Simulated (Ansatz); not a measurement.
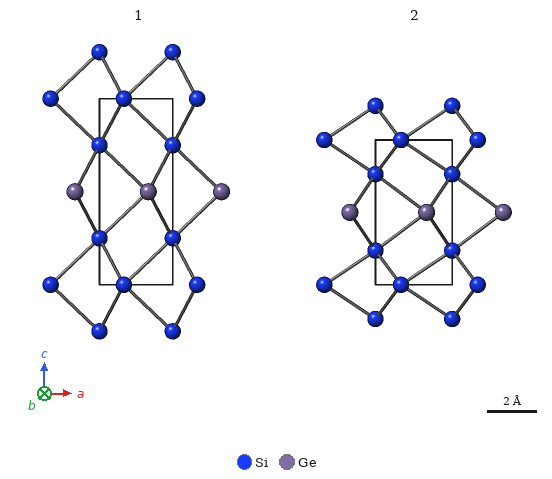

Two geometries of solid Si3Ge (a generated structure, set up in P-6m2) (coarse preliminary run), drawn at one scale. One is the start of a relaxation, the other its converged end. Style: ball-and-stick. Shown: the cell of the calculation, along the b axis.

All numbers below come from Ansatz 0.2.0, DFT PBE, scalar-relativistic, plane waves, PAW. Settings: plane-wave cutoff 420 eV; k-point mesh 6 × 6 × 2; occupations gaussian; smearing width 0.1 eV; no spin polarisation; cell and atoms relaxed; force threshold 0.04 eV/Å; at most 70 steps.

Question: Which one is relaxed?

Answer: Structure 2 is the relaxed one. The energy falls by 341 meV per atom in 8 accepted moves (11 points after the start). The largest force component goes from 0.7 to 0.0089 eV/Å. The pressure goes from −10.12 to −0.03 GPa. The line search rejected the trial steps at points 6, 8 of the run. At 1 point the geometry stayed and the basis and grid were re-selected for the new cell (energy shift of less than 0.05 meV per atom at most each time). The largest moves relative to the cell, 0.084 Å, are those of Si atoms. Ge stays in place. Cell: a = b 3.483 → 3.648 Å (+4.7 %), c 7.663 → 5.961 Å (−22.2 %). Volume −14.7 %. Among the contacts that change: Si–Si 3.832 → 2.813 Å, Si–Si 2.777 → 2.532 Å, Ge–Si 2.777 → 2.629 Å. Bond angles that change, for instance: Si–Si–Si 87.2° → 67.5°, Si–Si–Si 77.7° → 92.1°, Si–Ge–Si 87.2° → 73.6°. The space group stays P-6m2 (No. 187).

Limits of the set-up: the k-point mesh is coarse for a cell with partly filled bands.
